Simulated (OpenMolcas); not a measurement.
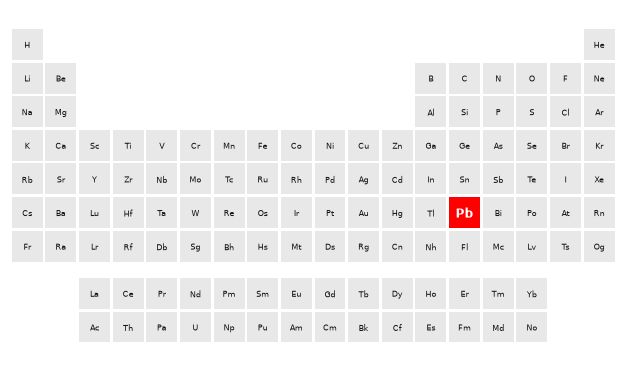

Figure 1. The place of lead in the periodic table.

## Multiconfigurational calculation, with input and output: Pb⁺

System: Pb⁺.
Method: state-averaged CASSCF, active space 1 electron in the shell 6p, basis ANO-RCC-VQZP, DKH2 scalar Hamiltonian, spin-orbit coupling by RASSI with atomic mean-field integrals (OpenMolcas).

## Input file
```
&GATEWAY
Coord
1

Pb 0.0 0.0 0.0
Basis=ANO-RCC-VQZP
Group=XYZ
NoMove
AngMom=0.0 0.0 0.0
AMFI
&SEWARD
&RASSCF
FileOrb=start.orb
Symmetry=2
Spin=3
nActEl=1 0 0
Inactive=21 19
Ras2=0 3
CIRoot=3 3 1
SDav=3
CIMx=300
Iter=81 100
PrWF=0.3
OrbListing=Nothing
MaxOrb=0
Atom
>>> COPY $Project.JobIph JOB001
```

The file start.orb holds starting orbitals from an earlier step.

Hardware: 1 CPU thread, shared host.

Run as:
```bash
OMP_NUM_THREADS=1 MOLCAS_MEM=2252 MOLCAS_PROJECT=a pymolcas a.inp > a.log  # once for each step of the input, in one work folder
```

## Log (extracts)
```
--- SEWARD ---
Basis set label: PB.ANO-RCC...9S8P6D4F3G.

      Electronic valence basis set:
      ------------------
      Associated Effective Charge  82.000000 au
      Associated Actual Charge     82.000000 au
      Nuclear Model: Point charge

      Shell  nPrim  nBasis  Cartesian Spherical Contaminant
         s      25       9        X
         p      22       8        X
         d      16       6                 X
         f      12       4                 X
         g       4       3                 X
                  Relativistic Douglas-Kroll-Hess integrals:
                    - DKH order of Hamiltonian: 2
                    - DKH order of Properties : 0
                  Atomic mean-field integrals
--- RASSCF ---

 Nr of active orbitals     NAC=   3
 Spin degeneracy         ISPIN=   3
 There can be no such wave function.
 ************************************************
--- Stop Module: rasscf at  /rc=_RC_INPUT_ERROR_ ---
.####################.
.# User input error #.
.####################.
```

## Outcome

```
quantity                   value
 outcome  refused by the program
```

## Diagnosis

The input is odd on purpose: wrong spin. The program refused the input; the driver noted: RASSCF spin 2: _RC_INPUT_ERROR_.
